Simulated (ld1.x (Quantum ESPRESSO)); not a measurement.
# F: generating and testing an RRKJ potential

Task: generate the file, and judge it by its errors in other configurations, its logarithmic derivatives, its ghosts and its cutoff.

Method: ld1.x (Quantum ESPRESSO) 7.5, LDA (PW92), scalar-relativistic.

### 1 The atom and the settings

The settings as typed:

```
element                 : fluorine (F, Z = 9)
type                    : norm-conserving RRKJ (Kleinman–Bylander form)
frozen core             : [He]
valence charge          : 7
reference configuration : 2s2 2p5
partial waves           : 2s (bound): rc 0.65 bohr; 2p (bound): rc 1.30 bohr; 3d channel at 0.1 Ry: rc 1.05 bohr
local potential         : the d channel
core correction         : a·sin(br)/r model core, default radius (core density twice the valence density)
```

An earlier all-electron run gives the scale for the radii.

All-electron outer shells of the reference configuration (LDA (PW92), scalar-relativistic, ld1.x):

```tsv
shell	level (eV)	outermost node (bohr)	outermost maximum (bohr)
1s	-658.94	–	0.12
2s	-29.65	0.24	0.77
2p	-11.30	–	0.71
```

### 2 Generation

File F.in:

```
 &input
   title='F', zed=9., rel=1, dft='PW', iswitch=3,
   config='[He] 2s2 2p5 3d-2',
   nld=3, rlderiv=1.40, eminld=-4.0, emaxld=5.0, deld=0.02
 /
 &inputp
   pseudotype=2, tm=.false., rho0=0.01, lloc=2,
   nlcc=.true.,
   file_pseudopw='F.UPF', file_wfcaegen='ae.wfc', file_wfcncgen='nc.wfc', file_beta='beta', file_chi='chi'
 /
3
2S  1  0   2.00   0.00  0.65  0.65  0.0
2P  2  1   5.00   0.00  1.30  1.30  0.0
3D  3  2  -2.00   0.10  1.05  1.05  0.0
 &test
   configts(1)='2s2 2p5'
 /
```

Started as:

```bash
$ ld1.x < F.in > F.out
```

What the program wrote to F.out (without the banner and most projector matrices):

```text
     Program LD1 v.7.5
     --------------------------- All-electron run ----------------------------

     F
     scalar relativistic calculation

     atomic number is  9.00
     dft =PW   lsd =0 sic =0 latt =0  beta=0.20 tr2=1.0E-14
     Exchange-correlation= PW
                           (   1   4   0   0   0   0   0)
     mesh =1105 r(mesh) =  99.76081 a.u. xmin = -7.00 dx = 0.01250
     1 Ry =  13.60569312 eV, c = 137.03599908

     n l     nl                  e(Ry)          e(Ha)          e(eV)
     1 0     1S 1( 2.00)       -48.4315       -24.2158      -658.9448
     2 0     2S 1( 2.00)        -2.1792        -1.0896       -29.6490
     2 1     2P 1( 5.00)        -0.8302        -0.4151       -11.2953

     final scf error:  5.0E-15 reached in  40 iterations

     Etot =    -198.377594 Ry,     -99.188797 Ha,   -2699.064669 eV

     Ekin =     197.872565 Ry,      98.936283 Ha,    2692.193401 eV
     Encl =    -476.135291 Ry,    -238.067645 Ha,   -6478.150648 eV
     Eh   =      99.142751 Ry,      49.571376 Ha,    1348.905851 eV
     Exc  =     -19.257620 Ry,      -9.628810 Ha,    -262.013274 eV

     normalization and overlap integrals

     s(1S/1S) =  1.000000  <r> =   0.1772  <r2> =    0.0424  r(max) =   0.1154
     s(2S/2S) =  1.000000  <r> =   1.0100  <r2> =    1.2456  r(max) =   0.7713
     s(2P/2P) =  1.000000  <r> =   1.1044  <r2> =    1.6353  r(max) =   0.7066

     ------------------------ End of All-electron run ------------------------

     --------------------- Generating NC pseudopotential ---------------------

      Generating local pot.: lloc=2, matching radius rcloc =   1.0500

      Computing core charge for nlcc:

       r > 0.28 : true rho core
       r < 0.28 : rho core = a sin(br)/r    a=  19.38  b=   8.92

      Integrated core pseudo-charge :   0.93

      Wfc   2S  rcut= 0.656  Estimated cut-off energy=       99.65 Ry
      Using 4 Bessel functions for this wfc, rho(0) = 0.010
      This function has    0 nodes for 0 < r <    0.656

      Wfc   2P  rcut= 1.288  Estimated cut-off energy=      106.87 Ry
      This function has    0 nodes for 0 < r <    1.288

     ------------------- End of pseudopotential generation -------------------

     [... the all-electron block is printed once more ...]


     Computing logarithmic derivative in   1.39661
     Computing logarithmic derivative in   1.39661
     Computing the partial wave expansion
     R is outside the sphere for l=    0 j= 0.00
     R is outside the sphere for l=    1 j= 0.00
       no projector for channel:   2

     ---------------------- Testing the pseudopotential ----------------------

     F
     scalar relativistic calculation

     atomic number is  9.00   valence charge is  7.00
     dft =PW   lsd =0 sic =0 latt =0  beta=0.20 tr2=1.0E-14
     mesh =1105 r(mesh) =  99.76081 xmin = -7.00 dx = 0.01250

     n l     nl             e AE (Ry)        e PS (Ry)    De AE-PS (Ry)
     1 0     2S   1( 2.00)       -2.17916       -2.17918        0.00002
     2 1     2P   1( 5.00)       -0.83019       -0.83019        0.00000

     eps = 1.4E-16  iter =  4

     Etot =    -198.377594 Ry,     -99.188797 Ha,   -2699.064669 eV
     Etotps =   -50.145288 Ry,     -25.072644 Ha,    -682.261395 eV

     Ekin =      33.273831 Ry,      16.636915 Ha,     452.713532 eV
     Encl =    -112.502046 Ry,     -56.251023 Ha,   -1530.668311 eV
     Ehrt =      41.762898 Ry,      20.881449 Ha,     568.213181 eV
     Ecxc =     -11.540704 Ry,      -5.770352 Ha,    -157.019272 eV
     (Ecc =      -2.435811 Ry,      -1.217906 Ha,     -33.140901 eV)
     Epseu=      -1.139268 Ry,      -0.569634 Ha,     -15.500524 eV

     ---------------------- End of pseudopotential test ----------------------
```

Run time: 1.1 s. Hardware: 1 thread of Neoverse-V1, shared host. (Generation and the later configuration tests together.)

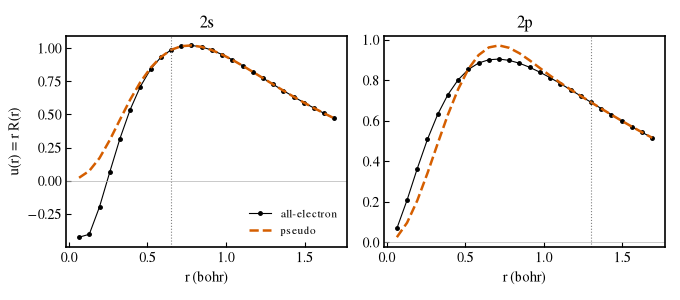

Bound waves of the atom and their pseudo partners (2s, 2p), with the matching radii dotted. The curves join 26 sampled radii.

### 3 Testing the new file in other configurations

File F.test.in:

```
 &input
   title='F', zed=9., rel=1, dft='PW', iswitch=2,
   config='[He] 2s2 2p5 3d-2'
 /
 &test
   file_pseudo='F.UPF', nconf=10,
   configts(1)='2s2 2p5',
   configts(2)='2s2 2p4',
   configts(3)='2s2 2p3',
   configts(4)='2s2 2p2',
   configts(5)='2s2 2p4.5',
   configts(6)='2s2 2p5.3',
   configts(7)='2s2 2p1',
   configts(8)='2s1 2p6',
   configts(9)='2s2 2p5', lsdts(9)=1,
   configts(10)='2s2 2p4', lsdts(10)=1
 /
```

Started as:

```bash
$ ld1.x < F.test.in > F.test.out
```

F.test.out, the pseudopotential blocks:

```text
     ---------------------- Testing the pseudopotential ----------------------

     F
     scalar relativistic calculation

     atomic number is  9.00   valence charge is  7.00
     dft =PW   lsd =0 sic =0 latt =0  beta=0.20 tr2=1.0E-14
     mesh =1105 r(mesh) =  99.76081 xmin = -7.00 dx = 0.01250

     n l     nl             e AE (Ry)        e PS (Ry)    De AE-PS (Ry)
     1 0     2S   1( 2.00)       -2.17916       -2.17918        0.00002
     2 1     2P   1( 5.00)       -0.83019       -0.83019        0.00000

     eps = 7.6E-15  iter = 10

     Etot =    -198.377594 Ry,     -99.188797 Ha,   -2699.064669 eV
     Etotps =   -50.145287 Ry,     -25.072644 Ha,    -682.261387 eV

     Ekin =      33.273831 Ry,      16.636915 Ha,     452.713533 eV
     Encl =    -112.502045 Ry,     -56.251023 Ha,   -1530.668301 eV
     Ehrt =      41.762898 Ry,      20.881449 Ha,     568.213176 eV
     Ecxc =     -11.540704 Ry,      -5.770352 Ha,    -157.019271 eV
     (Ecc =      -2.435811 Ry,      -1.217906 Ha,     -33.140901 eV)
     Epseu=      -1.139267 Ry,      -0.569634 Ha,     -15.500524 eV

     ---------------------- End of pseudopotential test ----------------------

     ---------------------- Testing the pseudopotential ----------------------

     F
     scalar relativistic calculation

     atomic number is  9.00   valence charge is  7.00
     dft =PW   lsd =0 sic =0 latt =0  beta=0.20 tr2=1.0E-14
     mesh =1105 r(mesh) =  99.76081 xmin = -7.00 dx = 0.01250

     n l     nl             e AE (Ry)        e PS (Ry)    De AE-PS (Ry)
     1 0     2S   1( 2.00)       -3.46006       -3.46268        0.00262
     2 1     2P   1( 4.00)       -2.09172       -2.08816       -0.00357

     eps = 3.5E-15  iter = 10

     Etot =    -196.940115 Ry,     -98.470057 Ha,   -2679.506764 eV
     Etotps =   -48.708856 Ry,     -24.354428 Ha,    -662.717743 eV
     dEtot_ae =       1.437480 Ry
     dEtot_ps =       1.436431 Ry,   Delta E=       0.001048 Ry

     Ekin =      31.109451 Ry,      15.554725 Ha,     423.265638 eV
     Encl =    -101.949903 Ry,     -50.974951 Ha,   -1387.099089 eV
     Ehrt =      33.240266 Ry,      16.620133 Ha,     452.256861 eV
     Ecxc =     -10.499267 Ry,      -5.249634 Ha,    -142.849805 eV
     (Ecc =      -2.435811 Ry,      -1.217906 Ha,     -33.140901 eV)
     Epseu=      -0.609403 Ry,      -0.304701 Ha,      -8.291347 eV

     ---------------------- End of pseudopotential test ----------------------

     ---------------------- Testing the pseudopotential ----------------------

     F
     scalar relativistic calculation

     atomic number is  9.00   valence charge is  7.00
     dft =PW   lsd =0 sic =0 latt =0  beta=0.20 tr2=1.0E-14
     mesh =1105 r(mesh) =  99.76081 xmin = -7.00 dx = 0.01250

     n l     nl             e AE (Ry)        e PS (Ry)    De AE-PS (Ry)
     1 0     2S   1( 2.00)       -4.96952       -4.96990        0.00038
     2 1     2P   1( 3.00)       -3.61028       -3.58981       -0.02048  !

     eps = 3.0E-16  iter =  9

     Etot =    -194.109079 Ry,     -97.054540 Ha,   -2640.988564 eV
     Etotps =   -45.888108 Ry,     -22.944054 Ha,    -624.339513 eV
     dEtot_ae =       4.268515 Ry
     dEtot_ps =       4.257179 Ry,   Delta E=       0.011336 Ry

     Ekin =      27.426393 Ry,      13.713197 Ha,     373.155093 eV
     Encl =     -88.931158 Ry,     -44.465579 Ha,   -1209.970049 eV
     Ehrt =      24.607545 Ry,      12.303772 Ha,     334.802700 eV
     Ecxc =      -9.235927 Ry,      -4.617963 Ha,    -125.661184 eV
     (Ecc =      -2.435811 Ry,      -1.217906 Ha,     -33.140901 eV)
     Epseu=       0.245039 Ry,       0.122520 Ha,       3.333926 eV

     ---------------------- End of pseudopotential test ----------------------

     ---------------------- Testing the pseudopotential ----------------------

     F
     scalar relativistic calculation

     atomic number is  9.00   valence charge is  7.00
     dft =PW   lsd =0 sic =0 latt =0  beta=0.20 tr2=1.0E-14
     mesh =1105 r(mesh) =  99.76081 xmin = -7.00 dx = 0.01250

     n l     nl             e AE (Ry)        e PS (Ry)    De AE-PS (Ry)
     1 0     2S   1( 2.00)       -6.67111       -6.65635       -0.01476  !
     2 1     2P   1( 2.00)       -5.35437       -5.29074       -0.06363  !

     eps = 6.9E-16  iter =  7

     Etot =    -189.644761 Ry,     -94.822381 Ha,   -2580.248426 eV
     Etotps =   -41.462903 Ry,     -20.731451 Ha,    -564.131530 eV
     dEtot_ae =       8.732833 Ry
     dEtot_ps =       8.682384 Ry,   Delta E=       0.050448 Ry

     Ekin =      22.183143 Ry,      11.091572 Ha,     301.817039 eV
     Encl =     -73.833122 Ry,     -36.916561 Ha,   -1004.550802 eV
     Ehrt =      16.578907 Ry,       8.289453 Ha,     225.567520 eV
     Ecxc =      -7.824228 Ry,      -3.912114 Ha,    -106.454039 eV
     (Ecc =      -2.435811 Ry,      -1.217906 Ha,     -33.140901 eV)
     Epseu=       1.432397 Ry,       0.716198 Ha,      19.488751 eV

     ---------------------- End of pseudopotential test ----------------------

     ---------------------- Testing the pseudopotential ----------------------

     F
     scalar relativistic calculation

     atomic number is  9.00   valence charge is  7.00
     dft =PW   lsd =0 sic =0 latt =0  beta=0.20 tr2=1.0E-14
     mesh =1105 r(mesh) =  99.76081 xmin = -7.00 dx = 0.01250

     n l     nl             e AE (Ry)        e PS (Ry)    De AE-PS (Ry)
     1 0     2S   1( 2.00)       -2.78764       -2.78915        0.00150
     2 1     2P   1( 4.50)       -1.42591       -1.42511       -0.00081

     eps = 6.8E-15  iter = 11

     Etot =    -197.816709 Ry,     -98.908354 Ha,   -2691.433431 eV
     Etotps =   -49.584509 Ry,     -24.792254 Ha,    -674.631607 eV
     dEtot_ae =       0.560886 Ry
     dEtot_ps =       0.560778 Ry,   Delta E=       0.000107 Ry

     Ekin =      32.376930 Ry,      16.188465 Ha,     440.510574 eV
     Encl =    -107.565220 Ry,     -53.782610 Ha,   -1463.499380 eV
     Ehrt =      37.571118 Ry,      18.785559 Ha,     511.181104 eV
     Ecxc =     -11.053086 Ry,      -5.526543 Ha,    -150.384902 eV
     (Ecc =      -2.435811 Ry,      -1.217906 Ha,     -33.140901 eV)
     Epseu=      -0.914250 Ry,      -0.457125 Ha,     -12.439003 eV

     ---------------------- End of pseudopotential test ----------------------

     ---------------------- Testing the pseudopotential ----------------------

     F
     scalar relativistic calculation

     atomic number is  9.00   valence charge is  7.00
     dft =PW   lsd =0 sic =0 latt =0  beta=0.20 tr2=1.0E-14
     mesh =1105 r(mesh) =  99.76081 xmin = -7.00 dx = 0.01250

     n l     nl             e AE (Ry)        e PS (Ry)    De AE-PS (Ry)
     1 0     2S   1( 2.00)       -1.84976       -1.84899       -0.00078
     2 1     2P   1( 5.30)       -0.51071       -0.51072        0.00001

     eps = 5.4E-15  iter = 10

     Etot =    -198.577940 Ry,     -99.288970 Ha,   -2701.790515 eV
     Etotps =   -50.345658 Ry,     -25.172829 Ha,    -684.987569 eV
     dEtot_ae =      -0.200346 Ry
     dEtot_ps =      -0.200371 Ry,   Delta E=       0.000025 Ry

     Ekin =      33.639204 Ry,      16.819602 Ha,     457.684682 eV
     Encl =    -115.099110 Ry,     -57.549555 Ha,   -1566.003175 eV
     Ehrt =      44.145843 Ry,      22.072922 Ha,     600.634797 eV
     Ecxc =     -11.795323 Ry,      -5.897661 Ha,    -160.483542 eV
     (Ecc =      -2.435811 Ry,      -1.217906 Ha,     -33.140901 eV)
     Epseu=      -1.236272 Ry,      -0.618136 Ha,     -16.820331 eV

     ---------------------- End of pseudopotential test ----------------------

     ---------------------- Testing the pseudopotential ----------------------

     F
     scalar relativistic calculation

     atomic number is  9.00   valence charge is  7.00
     dft =PW   lsd =0 sic =0 latt =0  beta=0.20 tr2=1.0E-14
     mesh =1105 r(mesh) =  99.76081 xmin = -7.00 dx = 0.01250

     n l     nl             e AE (Ry)        e PS (Ry)    De AE-PS (Ry)
     1 0     2S   1( 2.00)       -8.54051       -8.48823       -0.05229  !
     2 1     2P   1( 1.00)       -7.30165       -7.15424       -0.14741  !

     eps = 1.6E-16  iter =  7

     Etot =    -183.332949 Ry,     -91.666474 Ha,   -2494.371840 eV
     Etotps =   -35.252428 Ry,     -17.626214 Ha,    -479.633717 eV
     dEtot_ae =      15.044645 Ry
     dEtot_ps =      14.892859 Ry,   Delta E=       0.151786 Ry

     Ekin =      15.387231 Ry,       7.693616 Ha,     209.353946 eV
     Encl =     -56.958763 Ry,     -28.479381 Ha,    -774.963445 eV
     Ehrt =       9.699884 Ry,       4.849942 Ha,     131.973647 eV
     Ecxc =      -6.332071 Ry,      -3.166035 Ha,     -86.152212 eV
     (Ecc =      -2.435811 Ry,      -1.217906 Ha,     -33.140901 eV)
     Epseu=       2.951290 Ry,       1.475645 Ha,      40.154348 eV

     ---------------------- End of pseudopotential test ----------------------

     ---------------------- Testing the pseudopotential ----------------------

     F
     scalar relativistic calculation

     atomic number is  9.00   valence charge is  7.00
     dft =PW   lsd =0 sic =0 latt =0  beta=0.20 tr2=1.0E-14
     mesh =1105 r(mesh) =  99.76081 xmin = -7.00 dx = 0.01250

     n l     nl             e AE (Ry)        e PS (Ry)    De AE-PS (Ry)
     1 0     2S   1( 1.00)       -2.21471       -2.21388       -0.00083
     2 1     2P   1( 6.00)       -0.86015       -0.86296        0.00281

     eps = 6.7E-15  iter = 11

     Etot =    -197.025824 Ry,     -98.512912 Ha,   -2680.672904 eV
     Etotps =   -48.795318 Ry,     -24.397659 Ha,    -663.894128 eV
     dEtot_ae =       1.351770 Ry
     dEtot_ps =       1.349969 Ry,   Delta E=       0.001801 Ry

     Ekin =      36.941303 Ry,      18.470652 Ha,     502.612038 eV
     Encl =    -112.313126 Ry,     -56.156563 Ha,   -1528.097921 eV
     Ehrt =      41.512383 Ry,      20.756191 Ha,     564.804739 eV
     Ecxc =     -11.500665 Ry,      -5.750333 Ha,    -156.474520 eV
     (Ecc =      -2.435811 Ry,      -1.217906 Ha,     -33.140901 eV)
     Epseu=      -3.435214 Ry,      -1.717607 Ha,     -46.738465 eV

     ---------------------- End of pseudopotential test ----------------------

     ---------------------- Testing the pseudopotential ----------------------

     F
     scalar relativistic calculation

     atomic number is  9.00   valence charge is  7.00
     dft =PW   lsd =1 sic =0 latt =0  beta=0.20 tr2=1.0E-14
     mesh =1105 r(mesh) =  99.76081 xmin = -7.00 dx = 0.01250

     n l     nl             e AE (Ry)        e PS (Ry)    De AE-PS (Ry)
     1 0     2S   1( 1.00)       -2.23352       -2.23625        0.00273
     2 1     2P   1( 3.00)       -0.88314       -0.88374        0.00060
     1 0     2S   2( 1.00)       -2.11374       -2.11083       -0.00291
     2 1     2P   2( 2.00)       -0.76702       -0.76649       -0.00053

     eps = 8.4E-15  iter = 10

     Etot =    -198.406610 Ry,     -99.203305 Ha,   -2699.459451 eV
     Etotps =   -50.174582 Ry,     -25.087291 Ha,    -682.659960 eV
     dEtot_ae =      -0.029016 Ry
     dEtot_ps =      -0.029295 Ry,   Delta E=       0.000279 Ry

     Ekin =      33.313631 Ry,      16.656816 Ha,     453.255041 eV
     Encl =    -112.544498 Ry,     -56.272249 Ha,   -1531.245896 eV
     Ehrt =      41.784063 Ry,      20.892032 Ha,     568.501144 eV
     Ecxc =     -11.576659 Ry,      -5.788330 Ha,    -157.508476 eV
     (Ecc =      -2.435811 Ry,      -1.217906 Ha,     -33.140901 eV)
     Epseu=      -1.151119 Ry,      -0.575560 Ha,     -15.661772 eV

     ---------------------- End of pseudopotential test ----------------------

     ---------------------- Testing the pseudopotential ----------------------

     F
     scalar relativistic calculation

     atomic number is  9.00   valence charge is  7.00
     dft =PW   lsd =1 sic =0 latt =0  beta=0.20 tr2=1.0E-14
     mesh =1105 r(mesh) =  99.76081 xmin = -7.00 dx = 0.01250

     n l     nl             e AE (Ry)        e PS (Ry)    De AE-PS (Ry)
     1 0     2S   1( 1.00)       -3.57113       -3.58027        0.00914  !
     2 1     2P   1( 3.00)       -2.20563       -2.20355       -0.00208
     1 0     2S   2( 1.00)       -3.29539       -3.29074       -0.00465
     2 1     2P   2( 1.00)       -1.92429       -1.92019       -0.00410

     eps = 9.0E-15  iter = 10

     Etot =    -197.080076 Ry,     -98.540038 Ha,   -2681.411028 eV
     Etotps =   -48.849714 Ry,     -24.424857 Ha,    -664.634220 eV
     dEtot_ae =       1.297519 Ry
     dEtot_ps =       1.295573 Ry,   Delta E=       0.001946 Ry

     Ekin =      31.288118 Ry,      15.644059 Ha,     425.696536 eV
     Encl =    -102.132174 Ry,     -51.066087 Ha,   -1389.579017 eV
     Ehrt =      33.321535 Ry,      16.660767 Ha,     453.362578 eV
     Ecxc =     -10.664994 Ry,      -5.332497 Ha,    -145.104630 eV
     (Ecc =      -2.435811 Ry,      -1.217906 Ha,     -33.140901 eV)
     Epseu=      -0.662200 Ry,      -0.331100 Ha,      -9.009687 eV

     ---------------------- End of pseudopotential test ----------------------
```

The tests as a table, with energies relative to 2s2 2p5. Spin-polarised rows fill open shells by Hund's rule and count from the unpolarised reference.

```tsv
valence configuration	charge	ΔE all-electron (eV)	error AE − PS (meV)
2s2 2p4	+1	19.558	+14
2s2 2p3	+2	58.076	+154
2s2 2p2	+3	118.816	+686
2s2 2p4.5	+0.5	7.631	+1.5
2s2 2p5.3	-0.3	-2.726	+0.3
2s2 2p1	+4	204.693	+2065
2s1 2p6	0	18.392	+25
2s2 2p5 (spin-polarised)	0	-0.395	+3.8
2s2 2p4 (spin-polarised)	+1	17.654	+26
```

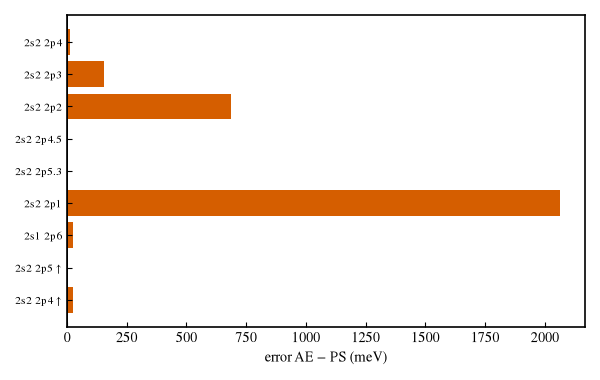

Error of the potential in each test configuration; ↑ marks spin-polarised tests.

### 4 Does it scatter like the atom?

Taken from the files of the generation run. The phase is arctan(r·u′/u) with u = r·R, unwrapped, with energies in Ry. A pole is an energy at which the radial function vanishes at the test radius. The pseudo phase is shifted by a multiple of π to meet the all-electron one at the reference energy. Levels narrower than the energy grid can be missing from the poles. The last column is the largest difference on the grid between −1 and +1 Ry.

| channel | radius (bohr) | reference (Ry) | poles AE | poles PS | window around the reference with phases within 0.05 rad (Ry) | largest difference near zero (rad) |
| --- | --- | --- | --- | --- | --- | --- |
| s | 1.40 | -2.18 | -0.28 | -0.28 | the whole range | 0.001 |
| p | 1.40 | -0.83 | 0.85 | 0.88 | below 4.9 | 0.004 |
| d | 1.40 | 0.10 | none | none | the whole range | 0.000 |

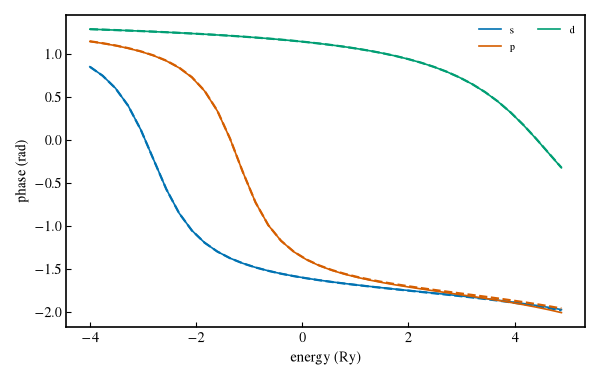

Phases by channel: all-electron solid, pseudo dashed.

### 5 Cutoff and ghost test in a Bessel basis

This step uses the generator's waves and projectors in a separate script. Basis: spherical Bessel functions vanishing at 20 bohr, q² up to the cutoff; potential fixed at the reference.

All-electron valence levels (Ry): 2s -2.1792, 2p -0.8302. The lowest levels of each channel (Ry) by cutoff; the last column sums, over occupied levels, occupation times the distance from the level at 400 Ry. A positive value at high cutoff is not a bound level.

```tsv
cutoff (Ry)	s #1	p #1	d #1	f #1	Σ f·Δε (mRy)
8	-1.7204	-0.0151	0.0809	0.1213	4992.9
25	-1.7878	-0.4058	0.0809	0.1213	2904.9
50	-1.9774	-0.7842	0.0809	0.1213	633.8
100	-2.1311	-0.8301	0.0809	0.1213	96.7
180	-2.1727	-0.8302	0.0809	0.1213	13.1
200	-2.1753	-0.8302	0.0809	0.1213	7.8
300	-2.1790	-0.8302	0.0809	0.1213	0.4
400	-2.1792	-0.8302	0.0809	0.1213	0.0
```

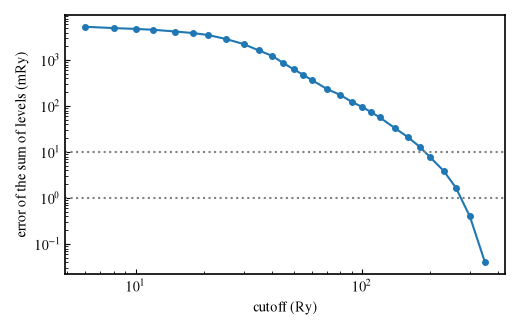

Occupation-weighted error of the valence levels against the cutoff; the dotted lines mark 10 and 1 mRy.

The sum stays within 10 mRy from 200 Ry and within 1 mRy from 300 Ry. The sum leaves out empty levels, which can need more. Ghost test: no level below the all-electron spectrum of its channel (s, p, d, f tested).

### 6 Results

| quantity | value |
| --- | --- |
| cutoffs for 10 and 1 mRy, occupied levels | 200 Ry and 300 Ry |
| bound ghosts | none found |
| largest test error (AE − PS), unpolarised tests | +2065 meV, for 2s2 2p1 |
| largest phase difference near zero energy, channels read | 0.004 rad |

The worst unpolarised test, 2s2 2p1, is off by 2065 meV on 204.7 eV; by total energies transferability rates as poor. That test lies far up in energy; among those under 40 eV, nearer to bonding, the largest error is 25 meV. It counts as very hard, with 200 Ry needed at the looser tolerance. The slowest occupied level is 2s: taken alone it needs 260 Ry to come within 1 mRy, against 80 Ry for 2p. No bound ghost shows below the valence levels. Near zero energy the phases of the channels with partial waves agree within 0.004 rad. All of this concerns the isolated atom, not yet a solid.
